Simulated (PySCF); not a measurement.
# SiHF (SMILES F[SiH]): PBE/STO-6G

What is the energy change on altering one bond length of SiHF at PBE/STO-6G? The job is set up through a Python script.

The calculation is run with PySCF 2.14.0.

9 further runs of the same task are left out: 9 set aside as unsound or not needed.

### Step 1. The molecule

SiHF has 3 atoms, charge 0, and is taken as a singlet. As SMILES, `F[SiH]`. The coordinates come from a PBE0-D4/def2-TZVP relaxation.

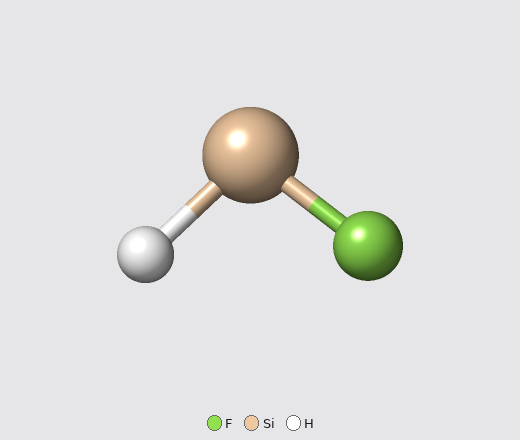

The structure, seen from a chosen angle (fluorine green, silicon light orange, hydrogen white).

### Step 2. A single-point energy at PBE/STO-6G

run.py reads:

```python
from pyscf import gto, dft

system = gto.M(
    atom='F -1.090200 0.024400 -0.602300; Si 0.186800 0.629400 0.173800; H 0.892400 -0.718600 0.415300',
    spin=0,
    verbose=3,
    basis='sto-6g',
    max_memory=1860,
)

mf = dft.RKS(system, xc='pbe')
mf.conv_tol = 1e-10
mf.grids.level = 5
mf.kernel()
if not mf.converged:
    mf = mf.newton().run(mf.mo_coeff, mf.mo_occ)

e_tot = mf.e_tot
print('E(%s) = %.9f' % ('PBE', e_tot))
```

Command:

```
$ OMP_NUM_THREADS=1 python run.py
```

The program printed:

```text
converged SCF energy = -388.045540998969
E(PBE) = -388.045540999
```

Wall time 3.3 s (1 thread of Arm Neoverse N1, shared host); peak memory 0.17 GiB.

### Step 3. The distorted shape, same level

job.py reads:

```python
from pyscf import gto, dft

system = gto.M(
    atom=[
    ('F', (-1.442988, 0.698377, -0.723046)),
    ('Si', (-0.165988, 1.303377, 0.053054)),
    ('H', (0.892400, -0.718600, 0.415300)),
],
    verbose=3,
    basis='sto-6g',
    max_memory=1860,
    spin=0,
)

ks = dft.RKS(system)
ks.xc = 'pbe'
ks.grids.level = 5
ks.conv_tol = 1e-10
ks.kernel()
if not ks.converged:
    ks = ks.newton().run(ks.mo_coeff, ks.mo_occ)

e_final = ks.e_tot
print('Final energy', e_final)
```

Command:

```
$ OMP_NUM_THREADS=1 python job.py
```

The program printed:

```text
converged SCF energy = -387.960499434243
Final energy -387.9604994342432
```

Run time: 3.6 s. Hardware: 1 thread of Arm Neoverse N1, shared host; peak memory 0.17 GiB.

### Step 4. What came out

Level: PBE/STO-6G.

| quantity | value |
| --- | --- |
| first shape: total energy | -388.04554 Eh |
| first shape: dipole moment | 0.30 D |
| first shape: HOMO energy | -1.67 eV |
| first shape: LUMO energy | 1.08 eV |
| first shape: HOMO–LUMO gap | 2.75 eV |
| distorted shape: total energy | -387.96050 Eh |
| distorted shape: dipole moment | 2.28 D |
| distorted shape: HOMO energy | -1.30 eV |
| distorted shape: LUMO energy | 0.53 eV |
| distorted shape: HOMO–LUMO gap | 1.84 eV |
| energy change with the Si2–H3 bond stretched from 1.541 to 2.311 Å | 2.314 eV |

**Reading.** One bond (distorted shape) is far stretched, which a spin-restricted single reference describes badly; a broken-symmetry solution may lie lower. With the Si2–H3 bond stretched from 1.541 to 2.311 Å the energy rises by 2.31 eV (53 kcal/mol). The first shape isn't relaxed at this level, so the change isn't measured from a minimum. A restricted reference can't describe the breaking bond well at this length. The minimal basis adds a large error of its own.
